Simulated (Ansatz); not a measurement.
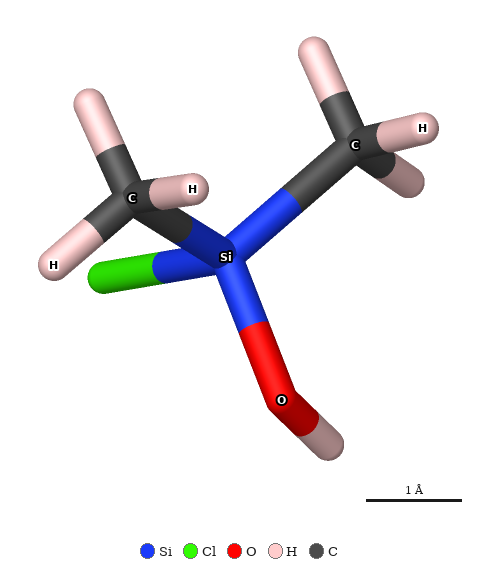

*The input geometry (stick view, seen at a tilt).*

Bond lengths as drawn: Cl–Si 2.11 Å, C–H 1.10 Å, C–Si 1.87 to 1.88 Å, H–O 0.98 Å and O–Si 1.67 Å.

Run report: C2H7ClOSi, nudged elastic band (part 1 of 2)

- system: C2H7ClOSi
- method: RKS PBE-D4/6-31G* (Ansatz 0.2.0)

It belongs to a series of runs on one base structure; here: band between the two ends.

**What the program printed**
```
Engine: ansatz 0.2.0, aarch64-unknown-linux-gnu
Functional definition: PBE
  parameter kappa = 0.804
  parameter beta = 0.06672455060314922
  exchange = pbe_x(kappa = kappa, mu = beta*pi^2/3)
  correlation = pbe_c(beta = beta)
1214 factors; their error is unknown
mean field evaluation 1: about -24609.2654 eV, gradient 8.2e1 eV
mean field evaluation 2: about -24581.6891 eV, gradient 1.4e2 eV
mean field evaluation 4: about -24623.2616 eV, gradient 6.4e0 eV
mean field evaluation 8: about -24623.3550 eV, gradient 1.7e-1 eV
mean field evaluation 16: about -24623.2750 eV, gradient 3.5e-4 eV
mean field -24623.27497654 eV, -904.8886651327 hartree, gradient 1.5e-5 eV, S^2 0.000000; 0 other end points of the search recorded, 0 dependent functions left out
the calculation of the forces begins
reference -24623.27500622 eV, -904.8886662233 hartree; 29, 29 occupied and 68, 68 virtual orbitals, 1214 factors
1214 factors; their error is unknown
mean field evaluation 32: about -24621.0725 eV, gradient 4.6e-3 eV
mean field -24621.07251182 eV, -904.8077260471 hartree, gradient 6.7e-5 eV, S^2 0.000000; 0 other end points of the search recorded, 0 dependent functions left out
[... from here on the field's lines of each further geometry are left out, up to the last ...]
NEB iter   1: max|band force component| = 1.266e1 eV/Å  barrier→ = 4.5770 eV  barrier← = 2.3498 eV  Δτ_max = 0.1986 Å  (308 SCF iters)
NEB iter   2: max|band force component| = 4.180e0 eV/Å  barrier→ = 2.7679 eV  barrier← = 0.5407 eV  Δτ_max = 0.2000 Å  (269 SCF iters)
NEB iter   3: max|band force component| = 2.202e0 eV/Å  barrier→ = 2.4562 eV  barrier← = 0.2290 eV  Δτ_max = 0.1982 Å  (277 SCF iters)
NEB iter   4: max|band force component| = 1.139e0 eV/Å  barrier→ = 2.3533 eV  barrier← = 0.1261 eV  Δτ_max = 0.1979 Å  (261 SCF iters)
NEB iter   5: max|band force component| = 8.986e-1 eV/Å  barrier→ = 2.3359 eV  barrier← = 0.1087 eV  Δτ_max = 0.1977 Å  (260 SCF iters)
NEB iter   6: max|band force component| = 3.275e-1 eV/Å  barrier→ = 2.3815 eV  barrier← = 0.1543 eV  CI = image 6  Δτ_max = 0.2000 Å  (261 SCF iters)
NEB iter   7: max|band force component| = 2.616e-1 eV/Å  barrier→ = 2.3284 eV  barrier← = 0.1012 eV  CI = image 7  Δτ_max = 0.2000 Å  (260 SCF iters)
NEB iter   8: max|band force component| = 6.140e-1 eV/Å  barrier→ = 2.3862 eV  barrier← = 0.1590 eV  CI = image 7  Δτ_max = 0.1002 Å  (262 SCF iters)
NEB iter   9: max|band force component| = 5.995e-1 eV/Å  barrier→ = 2.3867 eV  barrier← = 0.1595 eV  CI = image 7  Δτ_max = 0.1002 Å  (256 SCF iters)
NEB iter  10: max|band force component| = 5.914e-1 eV/Å  barrier→ = 2.3878 eV  barrier← = 0.1606 eV  CI = image 7  Δτ_max = 0.0996 Å  (258 SCF iters)
NEB iter  11: max|band force component| = 8.251e-1 eV/Å  barrier→ = 2.3863 eV  barrier← = 0.1591 eV  CI = image 7  Δτ_max = 0.0498 Å  (252 SCF iters)
NEB iter  12: max|band force component| = 1.221e-1 eV/Å  barrier→ = 2.3847 eV  barrier← = 0.1575 eV  CI = image 7  Δτ_max = 0.0813 Å  (257 SCF iters)
NEB iter  13: max|band force component| = 1.489e-1 eV/Å  barrier→ = 2.3836 eV  barrier← = 0.1564 eV  CI = image 7  Δτ_max = 0.0407 Å  (256 SCF iters)
NEB iter  14: max|band force component| = 8.234e-2 eV/Å  barrier→ = 2.3825 eV  barrier← = 0.1553 eV  CI = image 7  Δτ_max = 0.0405 Å  (256 SCF iters)
NEB iter  15: max|band force component| = 1.321e-1 eV/Å  barrier→ = 2.3813 eV  barrier← = 0.1541 eV  CI = image 7  Δτ_max = 0.0204 Å  (254 SCF iters)
NEB iter  16: max|band force component| = 4.301e-2 eV/Å  barrier→ = 2.3807 eV  barrier← = 0.1535 eV  CI = image 7  Δτ_max = 0.0407 Å  (262 SCF iters)
NEB iter  17: max|band force component| = 2.639e-2 eV/Å  barrier→ = 2.3797 eV  barrier← = 0.1525 eV  CI = image 7  Δτ_max = 0.0407 Å  (257 SCF iters)
NEB iter  18: max|band force component| = 1.114e-1 eV/Å  barrier→ = 2.3788 eV  barrier← = 0.1516 eV  CI = image 7  Δτ_max = 0.0813 Å  (28 SCF iters)
NEB iter  19: max|band force component| = 5.492e-2 eV/Å  barrier→ = 2.3780 eV  barrier← = 0.1508 eV  CI = image 7  Δτ_max = 0.0541 Å  (255 SCF iters)
NEB iter  20: max|band force component| = 5.319e-2 eV/Å  barrier→ = 2.3772 eV  barrier← = 0.1500 eV  CI = image 7  Δτ_max = 0.0566 Å  (257 SCF iters)
NEB iter  21: max|band force component| = 7.122e-2 eV/Å  barrier→ = 2.3766 eV  barrier← = 0.1494 eV  CI = image 7  Δτ_max = 0.0283 Å  (257 SCF iters)
NEB iter  22: max|band force component| = 4.188e-2 eV/Å  barrier→ = 2.3763 eV  barrier← = 0.1491 eV  CI = image 7  Δτ_max = 0.0283 Å  (261 SCF iters)
NEB iter  23: max|band force component| = 1.641e-2 eV/Å  barrier→ = 2.3761 eV  barrier← = 0.1489 eV  CI = image 7  Δτ_max = 0.0281 Å  (261 SCF iters)
NEB iter  24: max|band force component| = 7.512e-2 eV/Å  barrier→ = 2.3758 eV  barrier← = 0.1486 eV  CI = image 7  Δτ_max = 0.0550 Å  (29 SCF iters)
the calculation of the forces begins
reference -24621.05913827 eV, -904.8072345781 hartree; 29, 29 occupied and 68, 68 virtual orbitals, 1214 factors
1214 factors; their error is unknown
mean field evaluation 1792: about -24620.9067 eV, gradient 6.5e-5 eV
mean field -24620.90672785 eV, -904.8016335984 hartree, gradient 2.2e-5 eV, S^2 0.000000; 1 other end points of the search recorded, 0 dependent functions left out
the calculation of the forces begins
reference -24620.90675922 eV, -904.8016347514 hartree; 29, 29 occupied and 68, 68 virtual orbitals, 1214 factors
NEB iter  25: max|band force component| = 2.363e-2 eV/Å  barrier→ = 2.3757 eV  barrier← = 0.1485 eV  CI = image 7  Δτ_max = 0.0000 Å  (517 SCF iters)
```

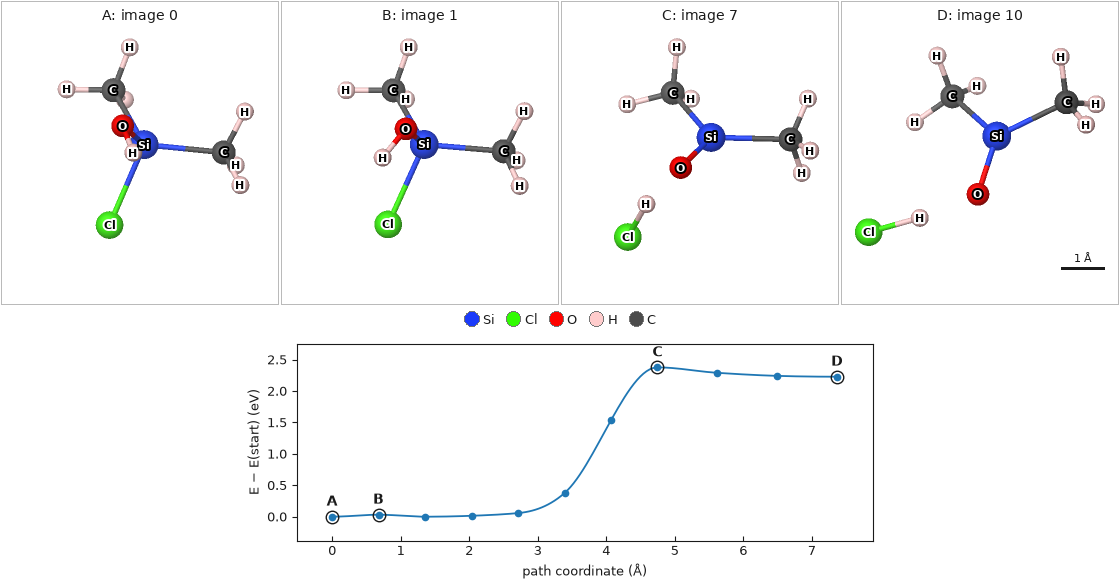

*Images of the last band (counted from 0; ball-and-stick, seen at a tilt) above the energy along the path; the line is a cubic interpolation that uses the forces.*

The highest image is number 7, 2.376 eV above the start and 0.149 eV above the end (the climbing image); the end lies 2.227 eV above the start. The path is 7.37 Å long. The band converged in 25 iterations.

```
Total energy: -24621.17781277 eV, -904.8115957855 hartree
Atom 0 at    -0.265388     0.164009    -0.340835 Å, force     0.002755    -0.001691     0.003194 eV/Å
Atom 1 at     1.991581    -1.243500    -1.964588 Å, force    -0.000094     0.000427     0.001050 eV/Å
Atom 2 at    -0.359176     0.256015    -1.915426 Å, force    -0.003068     0.000139    -0.001675 eV/Å
Atom 3 at     0.822943    -0.377059    -2.216053 Å, force     0.001910    -0.001528    -0.000700 eV/Å
Atom 4 at     1.057274     1.008776     0.667747 Å, force    -0.001903     0.002046    -0.001051 eV/Å
Atom 5 at    -1.605196    -0.693689     0.637066 Å, force     0.004004     0.004687     0.001576 eV/Å
Atom 6 at     1.937302     1.210331     0.038930 Å, force    -0.000155    -0.000090    -0.000172 eV/Å
Atom 7 at     0.667794     1.965727     1.062300 Å, force     0.000421    -0.000283     0.000730 eV/Å
Atom 8 at     1.358107     0.383921     1.525535 Å, force     0.000157    -0.000498    -0.000291 eV/Å
Atom 9 at    -1.255104    -1.711479     0.891970 Å, force    -0.001500    -0.000823    -0.002605 eV/Å
Atom 10 at    -2.519407    -0.792015     0.031699 Å, force    -0.001917    -0.000386     0.000393 eV/Å
Atom 11 at    -1.830527    -0.171037     1.581755 Å, force    -0.000609    -0.001999    -0.000449 eV/Å
Dipole moment:    -0.597784     0.381043     1.116372 e Å
this run last wrote the band of iteration 25 to [file]; this run last wrote the band within `neb.f_tol` of iteration 23 to [file]
```

**The last band as extended XYZ (Å, eV, eV/Å)**
```
12
Properties=species:S:1:pos:R:3:forces:R:3 image=0 energy=-24623.55350
Si    0.2053   -0.1351   -0.4113    0.0044  -0.0154   0.0181
Cl    1.3454   -1.8254   -0.9442    0.0015  -0.0013   0.0046
O    -0.0908    0.7831   -1.7796   -0.0090  -0.0013  -0.0129
H    -0.5644    0.3119   -2.4916   -0.0024   0.0149  -0.0105
C     1.2282    0.9421    0.7219    0.0137   0.0130   0.0095
C    -1.3660   -0.7938    0.3800   -0.0105   0.0000   0.0172
H     2.1636    1.2482    0.2257   -0.0075  -0.0053  -0.0025
H     0.6685    1.8539    0.9930   -0.0009  -0.0088  -0.0007
H     1.4888    0.4057    1.6494   -0.0037   0.0023  -0.0087
H    -1.1223   -1.4011    1.2686   -0.0064   0.0051  -0.0044
H    -1.9427   -1.4313   -0.3111    0.0120   0.0013  -0.0070
H    -2.0135    0.0417    0.6993    0.0088  -0.0045  -0.0028
12
Properties=species:S:1:pos:R:3:forces:R:3 image=1 energy=-24623.52229
Si    0.1213   -0.1263   -0.4129    0.0009  -0.0010  -0.0001
Cl    1.2700   -1.7670   -1.0721   -0.0003   0.0005   0.0004
O    -0.3372    0.7504   -1.7664    0.0002  -0.0009   0.0008
H    -0.0225    0.3907   -2.6162   -0.0007   0.0003  -0.0007
C     1.2052    0.9232    0.6969    0.0004   0.0000  -0.0002
C    -1.3916   -0.8006    0.4615   -0.0012   0.0014  -0.0013
H     2.1242    1.2293    0.1711    0.0000   0.0000   0.0000
H     0.6651    1.8365    1.0021   -0.0004   0.0004   0.0003
H     1.4933    0.3724    1.6080   -0.0001  -0.0004   0.0003
H    -1.1103   -1.3578    1.3708    0.0009  -0.0003   0.0004
H    -1.9571   -1.4776   -0.1994    0.0003  -0.0001   0.0000
H    -2.0601    0.0268    0.7567   -0.0002   0.0000   0.0002
12
Properties=species:S:1:pos:R:3:forces:R:3 image=2 energy=-24623.55369
Si    0.0981   -0.2073   -0.4179    0.0006  -0.0038   0.0059
Cl    1.2737   -1.8751   -0.9436    0.0026  -0.0010   0.0016
O    -0.4555    0.5408   -1.8103    0.0042   0.0013  -0.0020
H     0.2432    0.8497   -2.4181   -0.0026   0.0040  -0.0019
C     1.2033    0.9055    0.6165   -0.0036  -0.0007  -0.0039
C    -1.4257   -0.8130    0.4780   -0.0020   0.0008  -0.0022
H     2.0991    1.2254    0.0582    0.0012   0.0005  -0.0008
H     0.6511    1.8082    0.9308    0.0001  -0.0005  -0.0008
H     1.5456    0.3765    1.5220    0.0003  -0.0006   0.0007
H    -1.1550   -1.3457    1.4043    0.0006  -0.0014   0.0010
H    -1.9999   -1.5019   -0.1624   -0.0008   0.0010   0.0005
H    -2.0779    0.0368    0.7426   -0.0006   0.0003   0.0020
12
Properties=species:S:1:pos:R:3:forces:R:3 image=4 energy=-24623.49647
Si    0.1145   -0.1941   -0.4125    0.0183  -0.0184   0.0123
Cl    1.4034   -1.7970   -0.8876   -0.0419  -0.0576   0.0531
O    -0.4057    0.4422   -1.8722   -0.0213   0.0180   0.0049
H     0.2768    0.4366   -2.5704   -0.0061   0.0727  -0.0047
C     1.1457    0.9834    0.6243    0.0043   0.0038  -0.0138
C    -1.4130   -0.7940    0.5002    0.0106  -0.0084  -0.0065
H     2.0616    1.3009    0.1000    0.0063   0.0078  -0.0029
H     0.5654    1.8841    0.8906   -0.0075  -0.0081  -0.0221
H     1.4481    0.4823    1.5603    0.0111   0.0117   0.0040
H    -1.2522   -1.7904    0.9421    0.0100  -0.0039   0.0080
H    -2.2696   -0.8559   -0.1905    0.0188  -0.0199  -0.0154
H    -1.6748   -0.0980    1.3158   -0.0027   0.0021  -0.0171
12
Properties=species:S:1:pos:R:3:forces:R:3 image=5 energy=-24623.17802
Si    0.0650   -0.1266   -0.4262    0.1819  -0.1786  -0.0516
Cl    1.5906   -1.4943   -1.1539   -0.3433  -0.2622   0.6208
O    -0.3851    0.3901   -1.9539   -0.0841   0.1833   0.0492
H     0.3336    0.0291   -2.5206   -0.2894   0.3107  -0.2835
C     1.1120    0.9989    0.6447    0.0226   0.0090  -0.0168
C    -1.4519   -0.7529    0.5381    0.1609  -0.0720  -0.0816
H     2.0279    1.2651    0.0953    0.0503   0.0917   0.0537
H     0.6122    1.9203    0.9875   -0.0809  -0.0349  -0.0644
H     1.4085    0.4180    1.5370    0.0397   0.0558   0.0152
H    -1.2979   -1.7792    0.9072    0.0120  -0.0866  -0.0022
H    -2.3673   -0.7506   -0.0794    0.1647  -0.0136  -0.1050
H    -1.6474   -0.1179    1.4244    0.1654  -0.0024  -0.1337
12
Properties=species:S:1:pos:R:3:forces:R:3 image=6 energy=-24622.02007
Si   -0.0604   -0.0222   -0.3955    0.6021  -0.5711  -0.1674
Cl    1.8368   -1.3242   -1.5549   -0.4345  -0.1459   1.1979
O    -0.3445    0.2828   -1.9870    0.0138   0.1263  -0.1958
H     0.5185   -0.1718   -2.3327   -0.9140   0.6760  -0.3667
C     1.0872    1.0049    0.6553    0.0653   0.0040  -0.0239
C    -1.5398   -0.7076    0.5890    0.2279  -0.0950  -0.1532
H     1.9842    1.2203    0.0589    0.1044   0.0868   0.0730
H     0.6494    1.9482    1.0272   -0.1080  -0.0531  -0.0701
H     1.3804    0.3944    1.5276    0.0661   0.0440   0.0071
H    -1.2899   -1.7327    0.9100   -0.0508  -0.1197   0.0275
H    -2.4668   -0.7627   -0.0085    0.1870   0.0122  -0.1174
H    -1.7549   -0.1293    1.5107    0.2407   0.0355  -0.2111
```
